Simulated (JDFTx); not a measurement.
Hf(0001) slab cut from bulk Hf (space group P6_3/mmc, indices of the conventional cell, lattice of the Materials Project entry mp-103, not re-optimised): 4 atoms in 4 planes, a 1x1 cell of 8.83 Å² (|a| = 3.192, |b| = 3.192 Å), 7.4 Å between the outermost planes, cell height 23.6 Å, 8×8×1 k mesh, Fermi smearing 0.01 Ha, no spin polarisation.

Method: PBE, GBRV ultrasoft potentials, plane waves to 20/100 Ha, in a modified build of JDFTx. Liquid on both sides: CANDLE, water, 0.5 M KF; nuclei fixed, outer atoms relaxed in vacuum. Potentials refer to SHE, placed 4.44 V below the bulk liquid's zero by convention. Both faces are the same ideal termination; reconstructions, overlayers and chemisorbed solvent are outside this model. At negative charge CANDLE's numbers also depend on the cell height, by up to tenths of a volt. Convergence in thickness and k mesh wasn't tested for this slab.

Farther out the cavity gives way and the charge runs off; such runs are left out, and the outermost points shown may already feel it.

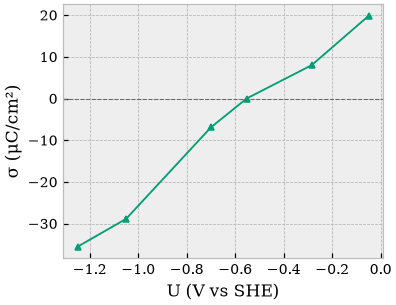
Figure: Surface charge density of Hf(0001) against potential

Problem. Read off the potential of zero charge and the mean capacitance σ/(U − U_pzc) at the computed point just above it.

Solution. U_pzc ≈ -0.55 V. At -0.28 V it is about 30 μF/cm².
